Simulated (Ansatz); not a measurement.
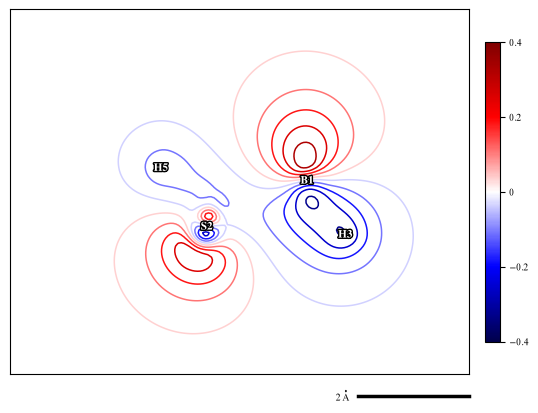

The picture shows: BH₅S. The HOMO on the plane of atoms B1, S2 and H5 (values in Å⁻³ᐟ²; the overall sign is arbitrary).

The product side of a reaction path; geometry: PBE0-D4/def2-TZVP.

All numbers below come from RKS PBE0-D4/def2-TZVPP (Ansatz 0.2.0).

Input file:

```
crystal:
  periodic: [false, false, false]
  atoms:
    - {symbol: B, position_ang: [-0.345679, -0.749565, -0.236240]}
    - {symbol: S, position_ang: [0.667537, 0.945594, -0.194646]}
    - {symbol: H, position_ang: [-1.053709, -0.554583, -1.194631]}
    - {symbol: H, position_ang: [0.549265, -1.532234, -0.446689]}
    - {symbol: H, position_ang: [1.313613, 0.901850, 0.985441]}
    - {symbol: H, position_ang: [-0.902712, -0.851287, 0.824654]}
    - {symbol: H, position_ang: [-0.228415, 1.840328, 0.262110]}
basis:
  gaussian: {orbitals: def2-TZVPP}
hamiltonian: {xc: pbe0, dispersion: d4}
output: {orbitals: {seedname: orbitals}}
```

Command:

```sh
ansatz run in.yaml --threads 2 --pin off --events-out ev --progress --plain --max-ram 4352MiB
```

Question: What is the character of this orbital?

Answer: By Hirshfeld shares it lies mainly on B1 (about 35 %), H6 (about 30 %), S2 (about 15 %), H3 (about 5 %) and H4 (about 5 %). Its energy is −8.36 eV.
